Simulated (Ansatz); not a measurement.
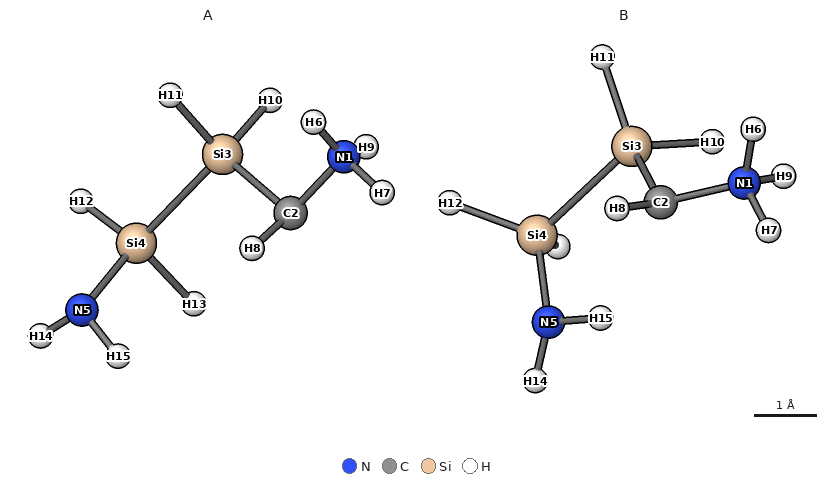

Two geometries of CH10N2Si2, drawn at one scale. One is the start of a relaxation, the other its converged end. A ball-and-stick model, seen from a free direction.

Method: RKS PBE-D4/def2-SVP in Ansatz 0.2.0. Settings: no spin polarisation; force threshold 0.02 eV/Å; at most 50 steps.

Question: Which geometry has the lower energy?

Answer: Structure B is the relaxed one. The run prepares an end point of a later path (hydrogen shift) calculation, from a guessed geometry. Over 21 accepted moves (22 points after the start) the energy falls by 1.619 eV. Largest force component: 2.7 eV/Å at the start, 0.013 eV/Å at the end. The line search rejected the trial step at point 4 of the run. H14 moves most after the best rigid fit: 1.49 Å. By element the largest moves are H 1.49 Å, N 0.85 Å, C 0.80 Å, Si 0.29 Å. Some distances before and after: Si4–H12 1.444 → 1.514 Å, Si4–H13 1.580 → 1.520 Å, Si4–N5 1.694 → 1.744 Å, N5–H14 0.973 → 1.021 Å. Among the angles between lasting bonds that change: H6–N1–H9 135.2° → 104.8°, C2–N1–H9 81.6° → 107.9°, Si3–Si4–N5 115.8° → 99.5°. Groups turn about Si3–Si4 by about 75°. Cost: 49 s on 2 threads of AMD EPYC 7R43 64-Core Processor (Zen 3), on a shared host, peak memory 0.18 GiB.
